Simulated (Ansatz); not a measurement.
# AlPt3: pressure series

Start from AlPt3 (space group P4/mbm, No. 127; a cell from a computed database, its experimental status unchecked).

```yaml
crystal:
  lattice:
    - [5.44833, 0.00000, 0.00000]
    - [0.00000, 5.44833, 0.00000]
    - [0.00000, 0.00000, 7.84754]
  atoms:
    - { symbol: Al, position: [0.50000, 0.00000, 0.23832] }
    - { symbol: Al, position: [0.50000, 0.00000, 0.76168] }
    - { symbol: Al, position: [0.00000, 0.50000, 0.23832] }
    - { symbol: Al, position: [0.00000, 0.50000, 0.76168] }
    - { symbol: Pt, position: [0.23629, 0.73629, 0.00000] }
    - { symbol: Pt, position: [0.76371, 0.26371, 0.00000] }
    - { symbol: Pt, position: [0.26371, 0.23629, 0.00000] }
    - { symbol: Pt, position: [0.73629, 0.76371, 0.00000] }
    - { symbol: Pt, position: [0.00000, 0.00000, 0.25339] }
    - { symbol: Pt, position: [0.00000, 0.00000, 0.74661] }
    - { symbol: Pt, position: [0.50000, 0.50000, 0.74661] }
    - { symbol: Pt, position: [0.50000, 0.50000, 0.25339] }
    - { symbol: Pt, position: [0.69524, 0.19524, 0.50000] }
    - { symbol: Pt, position: [0.30476, 0.80476, 0.50000] }
    - { symbol: Pt, position: [0.80476, 0.69524, 0.50000] }
    - { symbol: Pt, position: [0.19524, 0.30476, 0.50000] }
```

Cell and atoms are relaxed at each pressure.

All numbers come from PBEsol (Ansatz, an electronic-structure program, PAW, no SOC).

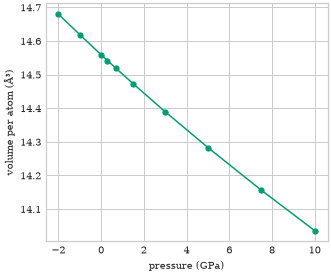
*Volume per atom against pressure*

Problem. From the plot, what is the volume per atom for pressure 0.3 GPa?

Solution. About 14.54 Å³.

Problem. Is the trend monotonic over the range shown?

Solution. Yes, it falls throughout, spanning 14.04 Å³ to 14.68 Å³.

Load acts through the strain it causes; cell and atoms are relaxed under it. Stability against distortions was not tested. No other phases were tried under pressure. The final runs are not spin-polarised.
